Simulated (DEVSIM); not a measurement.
Structure: TaN/La2O3/n-Ge capacitor, at 250 K.

| layer (left to right) | material | thickness (nm) | Nd (cm⁻³) |
|---|---|---|---|
| 1 | La2O3 | 13.0 | - |
| 2 | Ge | 1600 | 1.3e17 |

Metal gate on the left, work function 4.4 eV. Fixed charge at the semiconductor interface 2.6e11 cm⁻² (in units of +e); no interface traps.

Constants are typed, rounded textbook-type inputs, not results; the design itself was drawn at random and stands for no fabricated device. Values at 300 K; Nc and Nv go as T^1.5, mobilities as T to minus their exponent, the gap by Varshni's rule with the affinity fixed.

```tsv
parameter	La2O3	Ge
gap (eV)	5.8	0.664
affinity (eV)	1.8	4
permittivity	27	16
Nc (cm⁻³)	-	1.04e19
Nv (cm⁻³)	-	6e18
Varshni α (eV/K)	-	0.000477
Varshni β (K)	-	235
```

DEVSIM, 1D Poisson equation in equilibrium, Boltzmann statistics, complete ionisation; no quantum confinement or tunnelling. Metal contacts follow the ideal Schottky-Mott rule: no Fermi-level pinning, no interface dipoles.

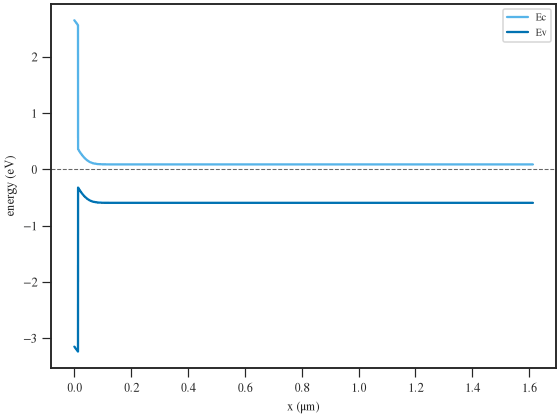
*Band edges at -0.05 V on the gate*

Energies count from the Fermi level of the right contact; mesh points crowd at the junctions.

| x (μm) | Ec (eV) | Ev (eV) | n (cm⁻³) | p (cm⁻³) | field (V/cm) |
|---|---|---|---|---|---|
| 0.000 | 2.650 | -3.150 | < 1e2 | < 1e2 | -68000 |
| 0.001196 | 2.642 | -3.158 | < 1e2 | < 1e2 | -68000 |
| 0.003532 | 2.626 | -3.174 | < 1e2 | < 1e2 | -68000 |
| 0.007526 | 2.599 | -3.201 | < 1e2 | < 1e2 | -68000 |
| 0.01134 | 2.572 | -3.228 | < 1e2 | < 1e2 | -68000 |
| 0.01279 | 2.563 | -3.237 | < 1e2 | < 1e2 | -68000 |
| 0.01390 | 0.353 | -0.329 | 6.0e11 | 1.0e12 | -85000 |
| 0.01754 | 0.324 | -0.359 | 2.4e12 | 2.6e11 | -79000 |
| 0.02385 | 0.277 | -0.406 | 2.1e13 | 2.9e10 | -70000 |
| 0.03713 | 0.197 | -0.486 | 8.6e14 | 7.2e8 | -50000 |
| 0.06510 | 0.109 | -0.574 | 5.0e16 | 1.2e7 | -15000 |
| 0.1589 | 0.089 | -0.594 | 1.3e17 | 4800000 | ≈ 0 |
| 0.3215 | 0.089 | -0.594 | 1.3e17 | 4800000 | ≈ 0 |
| 0.6864 | 0.089 | -0.594 | 1.3e17 | 4800000 | ≈ 0 |
| 1.246 | 0.089 | -0.594 | 1.3e17 | 4800000 | ≈ 0 |
| 1.445 | 0.089 | -0.594 | 1.3e17 | 4800000 | ≈ 0 |
| 1.534 | 0.089 | -0.594 | 1.3e17 | 4800000 | ≈ 0 |
| 1.576 | 0.089 | -0.594 | 1.3e17 | 4800000 | ≈ 0 |
| 1.600 | 0.089 | -0.594 | 1.3e17 | 4800000 | ≈ 0 |
| 1.608 | 0.089 | -0.594 | 1.3e17 | 4800000 | ≈ 0 |
| 1.611 | 0.089 | -0.594 | 1.3e17 | 4800000 | ≈ 0 |
| 1.613 | 0.089 | -0.594 | 1.3e17 | 4800000 | ≈ 0 |
